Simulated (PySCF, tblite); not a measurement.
# FH₁₀NSi₄, a small molecule taken as a stand-in for a surface group: NMR shifts, core binding energies and electronic excitations, part 2 of 2

tblite 0.8.0 and PySCF 2.14.0. Atoms count from 0, parts from 1. The steps go on from the part before.

## 5. Core holes by ΔSCF: SCAN, X2C

Job settings and geometry (Å):

```
{"job": {"kind": "xps", "holes": 5}, "charge": 0, "multiplicity": 1}
Si    -0.302961     0.228848    -0.703142
Si     2.044265     0.272955    -0.629609
Si    -1.148252    -1.713852    -1.708749
N     -0.989678     0.368920     0.879296
Si    -0.304261     1.073158     2.324880
F     -0.758069     1.489590    -1.650784
H      2.545044    -0.653017     0.432816
H      2.574595     1.647910    -0.384746
H      2.546393    -0.206757    -1.955117
H     -0.780648    -1.779107    -3.155726
H     -0.578683    -2.909396    -1.011754
H     -2.639825    -1.758018    -1.580907
H     -1.966790     0.091241     0.949636
H     -1.063417     2.278749     2.777452
H     -0.283995     0.092374     3.452395
H      1.095298     1.465069     1.986249
```

Method: delta-SCF UKS SCAN, pcX-2 on the ionised atom, pcseg-1 elsewhere, spin-free X2C.

The program printed:

```text
ground state, core basis on atom 0 (Si), 192 functions
  cycle   1  E = -1320.89289147  |g| = 6.65e-01
  cycle   2  E = -1320.67725630  |g| = 1.25e+00
  cycle   3  E = -1320.97516863  |g| = 8.97e-02
  cycle   4  E = -1320.97652455  |g| = 5.40e-02
  cycle   5  E = -1320.97705063  |g| = 1.64e-02
  cycle   6  E = -1320.97712921  |g| = 3.50e-03
  cycle   7  E = -1320.97713100  |g| = 9.94e-04
  cycle   8  E = -1320.97713451  |g| = 2.60e-04
  E(ground) = -1321.06115580 Eh
hole in Si 2p of atom 0
  cycle   1  E = -1316.67117916  |g| = 1.25e+00
  cycle   2  E = -1316.10982062  |g| = 1.43e+00
  cycle   3  E = -1316.91682379  |g| = 3.85e-01
  cycle   4  E = -1317.00278900  |g| = 1.47e-01
  cycle   5  E = -1317.00834263  |g| = 9.11e-02
  cycle   6  E = -1317.01283105  |g| = 1.22e-02
  cycle   7  E = -1317.01283528  |g| = 1.28e-02
  cycle   8  E = -1317.01289456  |g| = 1.51e-03
  cycle   9  E = -1317.01289600  |g| = 2.93e-04
  E(ion) = -1317.10776508 Eh   <S^2> = 0.7516   hole on atom = 1.003   binding energy = 107.577 eV
  2p3/2 = 107.334 eV   2p1/2 = 107.959 eV
ground state, core basis on atom 1 (Si), 192 functions
  cycle   1  E = -1320.96402809  |g| = 2.87e-01
  cycle   2  E = -1320.96405371  |g| = 3.90e-02
  cycle   3  E = -1320.96386775  |g| = 4.52e-02
  cycle   4  E = -1320.96428205  |g| = 1.11e-02
  cycle   5  E = -1320.96430428  |g| = 2.39e-03
  cycle   6  E = -1320.96430645  |g| = 2.68e-04
  E(ground) = -1321.04806761 Eh
hole in Si 2p of atom 1
  cycle   1  E = -1316.69647617  |g| = 1.23e+00
  cycle   2  E = -1316.45834755  |g| = 1.14e+00
  cycle   3  E = -1316.96484728  |g| = 3.24e-01
  cycle   4  E = -1317.01949034  |g| = 1.62e-01
  cycle   5  E = -1317.02910748  |g| = 5.78e-02
  cycle   6  E = -1317.03102438  |g| = 9.59e-03
  cycle   7  E = -1317.03106791  |g| = 6.38e-03
  cycle   8  E = -1317.03108063  |g| = 2.77e-03
  cycle   9  E = -1317.03108384  |g| = 3.83e-04
  E(ion) = -1317.12622636 Eh   <S^2> = 0.7528   hole on atom = 1.002   binding energy = 106.719 eV
  2p3/2 = 106.516 eV   2p1/2 = 107.139 eV
ground state, core basis on atom 2 (Si), 192 functions
  cycle   1  E = -1320.96423732  |g| = 2.86e-01
  cycle   2  E = -1320.96433400  |g| = 3.17e-02
  cycle   3  E = -1320.96435575  |g| = 2.10e-02
  cycle   4  E = -1320.96443233  |g| = 7.41e-03
  cycle   5  E = -1320.96444698  |g| = 1.14e-03
  cycle   6  E = -1320.96444657  |g| = 1.18e-04
  E(ground) = -1321.04795912 Eh
hole in Si 2p of atom 2
  cycle   1  E = -1316.69677182  |g| = 1.23e+00
  cycle   2  E = -1316.27357301  |g| = 1.26e+00
  cycle   3  E = -1316.92959980  |g| = 4.05e-01
  cycle   4  E = -1317.01512111  |g| = 1.88e-01
  cycle   5  E = -1317.02851380  |g| = 6.84e-02
  cycle   6  E = -1317.03127715  |g| = 1.81e-02
  cycle   7  E = -1317.03141160  |g| = 1.00e-02
  cycle   8  E = -1317.03144281  |g| = 2.70e-03
  cycle   9  E = -1317.03144634  |g| = 5.59e-04
  cycle  10  E = -1317.03144709  |g| = 2.04e-04
  E(ion) = -1317.12617662 Eh   <S^2> = 0.7529   hole on atom = 1.002   binding energy = 106.717 eV
  2p3/2 = 106.515 eV   2p1/2 = 107.138 eV
ground state, core basis on atom 3 (N), 181 functions
  cycle   1  E = -1320.88955185  |g| = 7.32e-02
  cycle   2  E = -1320.88957909  |g| = 1.55e-02
  cycle   3  E = -1320.88958081  |g| = 1.73e-02
  cycle   4  E = -1320.88965961  |g| = 4.66e-03
  cycle   5  E = -1320.88966747  |g| = 4.36e-04
  E(ground) = -1321.01249308 Eh
hole in N 1s of atom 3
  cycle   1  E = -1305.30075053  |g| = 1.87e+00
  cycle   2  E = -1304.44334433  |g| = 2.17e+00
  cycle   3  E = -1305.94962869  |g| = 4.38e-01
  cycle   4  E = -1306.00046357  |g| = 2.66e-01
  cycle   5  E = -1306.02446450  |g| = 9.51e-02
  cycle   6  E = -1306.02752295  |g| = 1.64e-02
  cycle   7  E = -1306.02770415  |g| = 4.19e-03
  cycle   8  E = -1306.02771531  |g| = 1.38e-03
  cycle   9  E = -1306.02771721  |g| = 6.06e-04
  cycle  10  E = -1306.02771642  |g| = 1.42e-04
  E(ion) = -1306.14931653 Eh   <S^2> = 0.7658   hole on atom = 1.000   binding energy = 404.448 eV
ground state, core basis on atom 5 (F), 181 functions
  cycle   1  E = -1320.91760874  |g| = 1.27e-01
  cycle   2  E = -1320.91630242  |g| = 1.13e-01
  cycle   3  E = -1320.91743449  |g| = 7.05e-02
  cycle   4  E = -1320.91813178  |g| = 6.34e-03
  cycle   5  E = -1320.91814574  |g| = 1.66e-03
  cycle   6  E = -1320.91814674  |g| = 4.53e-04
  E(ground) = -1321.04617147 Eh
hole in F 1s of atom 5
  cycle   1  E = -1294.58550958  |g| = 2.59e+00
  cycle   2  E = -1294.41532176  |g| = 2.18e+00
  cycle   3  E = -1295.41393766  |g| = 4.24e-01
  cycle   4  E = -1295.40854407  |g| = 4.11e-01
  cycle   5  E = -1295.49586153  |g| = 7.23e-02
  cycle   6  E = -1295.49835478  |g| = 2.67e-02
  cycle   7  E = -1295.49887792  |g| = 4.25e-03
  cycle   8  E = -1295.49888869  |g| = 1.93e-03
  cycle   9  E = -1295.49889015  |g| = 3.08e-04
  E(ion) = -1295.63272408 Eh   <S^2> = 0.7570   hole on atom = 1.000   binding energy = 691.535 eV
```

It took 36 s on 1 thread of Intel Xeon 6975P-C, shared host; peak memory 0.73 GiB.

Binding energies by hole, beside the orbital energy of the ground state; the difference holds orbital relaxation and, for a density functional, its self-interaction error:

```
       hole  stands for                   environment  ΔSCF (eV; 2p as the shell's mean)  −ε (eV)   ⟨S²⟩
Si2p on Si0         Si0  silicon bonded to F, N, 2 Si                             107.54     97.2  0.752
Si2p on Si1         Si1     silicon bonded to Si, 3 H                             106.72     96.2  0.753
Si2p on Si2         Si2     silicon bonded to Si, 3 H                             106.72     96.2  0.753
  N1s on N3          N3    nitrogen bonded to 2 Si, H                             404.45    386.0  0.766
  F1s on F5          F5         fluorine bonded to Si                             691.54    666.1  0.757
```

With the spin-orbit splitting: Si0 2p3/2 107.33, 2p1/2 107.96 eV; Si1 2p3/2 106.52, 2p1/2 107.14 eV; Si2 2p3/2 106.52, 2p1/2 107.14 eV. The table gives each 2p level as the mean over the whole 2p shell (two parts 2p3/2, one part 2p1/2), which differs a little from the single hole in the log.

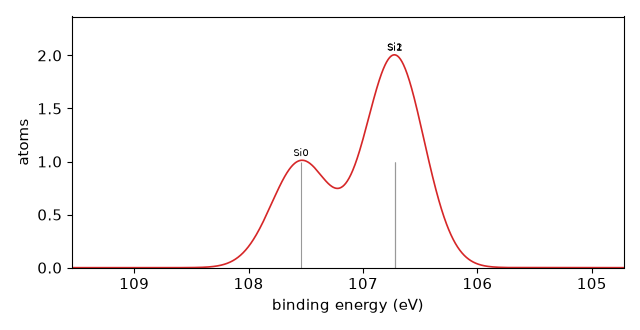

The Si2p photoelectron lines, weighted by the number of atoms. Only 3 of the 4 Si atoms are covered by sound results. Lines are broadened to a width of 0.60 eV (Gaussian).

## 6. Ultraviolet spectrum: CAM-B3LYP/def2-SVPD

The job, as its differences from that of step 5:

```diff
@@ -1,2 +1,2 @@
-{"job": {"kind": "xps", "holes": 5}, "charge": 0, "multiplicity": 1}
+{"job": {"kind": "uv", "xc": "CAM-B3LYP", "basis": "def2-SVPD", "nstates": 6, "ntriplets": 2, "ip": true}, "charge": 0, "multiplicity": 1}
 Si    -0.302961     0.228848    -0.703142
```

Level: TDDFT CAM-B3LYP/def2-SVPD, vertical, gas phase, core orbitals frozen in the response.

The program printed:

```text
coarse grid: 14848 points
cycle   1  E = -1317.9263245036  dE = -7.056e-02  |g| = 6.302e-01  |ddm| = 4.680e+00
cycle   2  E = -1317.8916829555  dE =  3.464e-02  |g| = 8.264e-01  |ddm| = 1.415e+00
cycle   3  E = -1318.0096379945  dE = -1.180e-01  |g| = 5.176e-02  |ddm| = 6.634e-01
cycle   4  E = -1318.0101370725  dE = -4.991e-04  |g| = 3.028e-02  |ddm| = 1.254e-01
cycle   5  E = -1318.0103115644  dE = -1.745e-04  |g| = 1.040e-02  |ddm| = 4.272e-02
cycle   6  E = -1318.0103369722  dE = -2.541e-05  |g| = 1.132e-03  |ddm| = 1.611e-02
cycle   7  E = -1318.0103374791  dE = -5.069e-07  |g| = 3.810e-04  |ddm| = 3.490e-03
final grid: 124024 points
cycle   8  E = -1318.1726497983  dE = -7.945e-06  |g| = 1.924e-03  |ddm| = 3.280e-02
cycle   9  E = -1318.1726493614  dE =  4.368e-07  |g| = 2.495e-03  |ddm| = 5.341e-03
cycle  10  E = -1318.1726505982  dE = -1.237e-06  |g| = 1.145e-04  |ddm| = 2.071e-03
cycle  11  E = -1318.1726506021  dE = -3.890e-09  |g| = 6.560e-05  |ddm| = 4.057e-04
cycle  12  E = -1318.1726506029  dE = -8.679e-10  |g| = 2.235e-05  |ddm| = 1.044e-04
converged SCF energy = -1318.1726506029

Static polarisability (au): isotropic 121.464, principal 101.792 124.240 138.359

Singlet excitations
state   eV       nm        f      main configurations
  1   6.1070    203.0   0.08592   H->L 0.79, H->L+1 0.13
  2   6.3612    194.9   0.00374   H->L+1 0.51, H->L+2 0.15, H-1->L 0.14
  3   6.5863    188.2   0.03434   H-1->L 0.63, H-1->L+1 0.14, H->L+2 0.09
  4   7.1153    174.3   0.04925   H-1->L+1 0.28, H->L+2 0.26, H->L+1 0.18
  5   7.1809    172.7   0.05728   H-1->L+1 0.41, H->L+2 0.33
  6   7.5591    164.0   0.44328   H->L+4 0.44, H->L+3 0.26, H->L+6 0.12

Triplet excitations (Tamm-Dancoff, eV): 5.3241 5.7798
Vertical ionisation energy (delta-SCF) = 9.5555 eV
```

Run time: 1.9 min. Hardware: 1 thread of Intel Xeon 6975P-C, shared host; peak memory 1.2 GiB.

The orbitals next to the gap, with their largest atomic shares:

```
orbital      eV                         atoms
 HOMO−3  -11.02   Si1 24 %, Si4 19 %, H8 16 %
 HOMO−2  -10.80   Si0 19 %, Si1 14 %, N3 14 %
 HOMO−1   -9.48    N3 48 %, Si4 13 %, Si0 8 %
   HOMO   -8.96  Si0 25 %, Si2 22 %, Si1 17 %
   LUMO    0.31  Si0 20 %, Si2 16 %, Si1 15 %
 LUMO+1    0.66  Si2 16 %, Si1 16 %, Si0 14 %
 LUMO+2    0.87  Si1 22 %, Si2 20 %, Si0 13 %
```

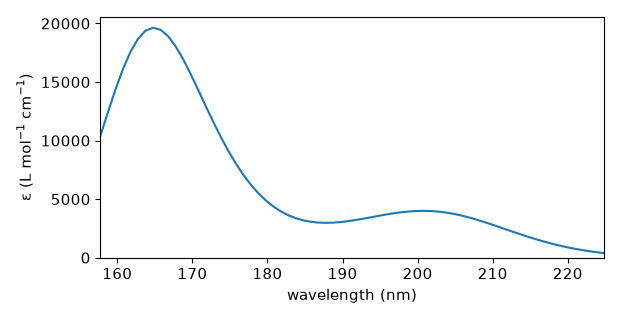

Absorption spectrum: each of the 6 states is a Gaussian band of 0.4 eV half-width at 1/e. Beyond the last state computed it falls off for lack of states.

Further results of this job:

```
           property  computed
  dipole moment (D)      1.71
polarisability (Å³)     18.00
 HOMO–LUMO gap (eV)      9.27
      −ε(HOMO) (eV)      8.96
```

## 7. What came out

This closing draws on all 2 parts.

```
                                                     quantity                                                           value
                                                  point group                                                              C1
                         rotational constants (main isotopes)                                            1.55, 0.95, 0.78 GHz
                   $^{1}$H shifts against TMS (PBE0/pcSseg-1)  4.86, 4.68, 4.65, 3.83, 3.52, 3.45, 3.45, 3.45, 3.29, 1.10 ppm
                 $^{29}$Si shifts against TMS (PBE0/pcSseg-1)                                 24.5, -48.5, -107.2, -108.6 ppm
                  $^{15}$N shifts against NH3 (PBE0/pcSseg-1)                                                        46.0 ppm
                $^{19}$F shifts against CFCl3 (PBE0/pcSseg-1)                                                      -139.5 ppm
                        surface potential, least and greatest                                              -1.13 V and 1.84 V
Si2p binding energies, SCAN/pcX-2 (standing for 3 of 4 atoms)                           Si0 107.54, Si1 106.72, Si2 106.72 eV
                             N1s binding energies, SCAN/pcX-2                                                    N3 404.45 eV
                             F1s binding energies, SCAN/pcX-2                                                    F5 691.54 eV
                         lowest singlet (CAM-B3LYP/def2-SVPD)                                     6.11 eV (203 nm), f = 0.086
                     brightest single state of those computed                                     state 6, 7.56 eV, f = 0.443
                                               lowest triplet                                                         5.32 eV
                            vertical ionisation energy (ΔSCF)                                                         9.56 eV
```

Over 19 steps the energy fell by 0.541 eV; of the close pairs, Si2–H11 changed most, 1.440 to 1.498 Å (PBE0/def2-SVP). At PBE0/pcSseg-1: The widest tensor belongs to F5: span 181 ppm, with a paramagnetic part of -154 ppm. At PBE0/pcSseg-1, counted by nearest atom on the grid, the HOMO lies on Si0, Si2 about 21 % each; Si1 13 %, the LUMO on Si0 17 %; Si1, Si2 about 9 % each. The Si2p levels kept as sound span 0.82 eV, from Si2 (silicon bonded to Si, 3 H) up to Si0 (silicon bonded to F, N, 2 Si). Only 3 of the 4 Si atoms are covered by sound results. The first singlet state (HOMO→LUMO 0.79, HOMO→LUMO+1 0.13) lies at 6.11 eV and is bright; of the 6 states computed, the strongest absorption comes from state 6 at 7.56 eV (the last computed, so partners may be missing). The lowest triplet lies 0.78 eV below the lowest singlet (triplets in Tamm-Dancoff, singlets in full TDDFT). ΔSCF puts the ionisation energy at 9.56 eV, 0.60 eV above −ε(HOMO). A capped cluster stands for the solid here, so long-range fields and strain are missing, and bands or shifts of the capping hydrogens have no counterpart in it.
